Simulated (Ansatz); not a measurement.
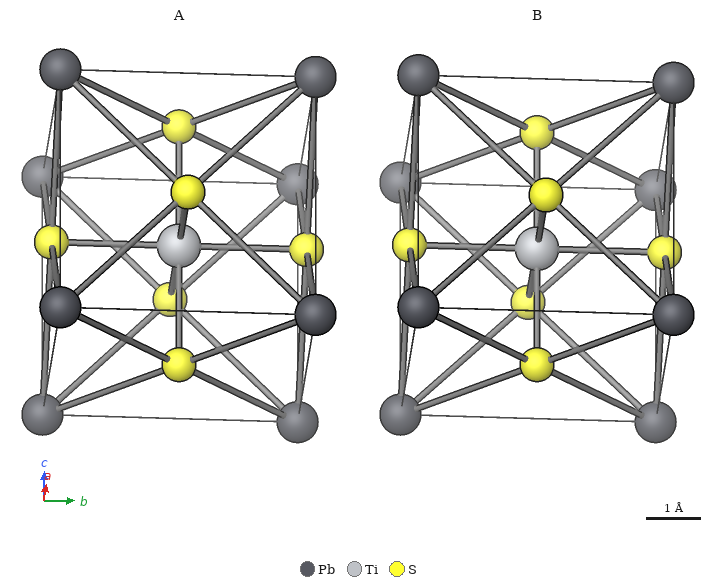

Two geometries of crystalline TiPbS$_{3}$ (built on the cubic perovskite type) at its r2SCAN-relaxed geometry: one is the relaxed structure, the other was perturbed away from it. Style: ball-and-stick. Shown: the cell of the calculation, from a free direction.

Theory: DFT, r2SCAN, plane waves, PAW in Ansatz 0.2.0. (plane-wave cutoff 500 eV; k-point mesh 6 × 6 × 6; occupations fermi dirac; smearing width 0.02 eV; no spin polarisation)

Q: Which one is perturbed?

A: Structure A is the perturbed one. The cell is strained by +2.5 % along c and none across it (volume +2.5 %). The atoms were relaxed with r2SCAN under that strain, and this is a single point on that geometry. It costs 4.1 meV per atom. The pressure goes from 0.0 to −1.9 GPa. The principal stresses (compression positive) are −2.4 GPa along c and −1.6 GPa across it. All forces vanish by symmetry. Among the bonded contacts that change: S–Ti 2.379 → 2.379 to 2.438 Å, Pb–S 3.364 → 3.364 to 3.406 Å. The space group (tolerance 0.01 Å) goes from Pm-3m (No. 221) to P4/mmm (No. 123).
